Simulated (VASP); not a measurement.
Energy against volume of PbTe (rock salt). These are rev-vdW-DF2, VASP's PBE PAW potentials (set 64) (plane waves; VASP) values and carry that method's errors.

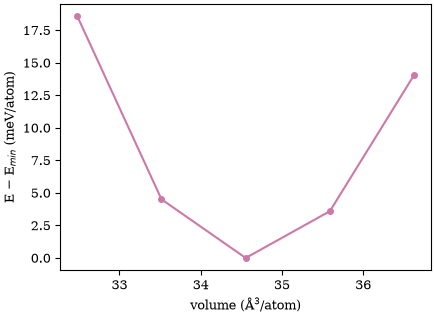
*Energy against volume*

### Question
Estimate the equilibrium volume and the bulk modulus.

### Answer
The minimum lies near 34.6 Å³/atom, and the curvature gives B0 of about 41 GPa.

Measured: bulk modulus 39.8 GPa at 300 K (computed value off by +4.2 %), as given by Kerstin Hummer et al., Physical Review B (2007), doi:10.1103/physrevb.75.195211; a 6.438 Å at 120 K (computed value off by +1.2 %), as given by Noda, Masumoto, Ohba, Saito, Toriumi, Iwata, Shibuya, Acta Cryst. C 43, 1443 (1987), by a structure database's card. The calculation is for a static lattice, while the measured bulk modulus, a hold thermal and zero-point effects, which are part of the difference.

The compound is PbTe in the rock salt structure. It was relaxed first.
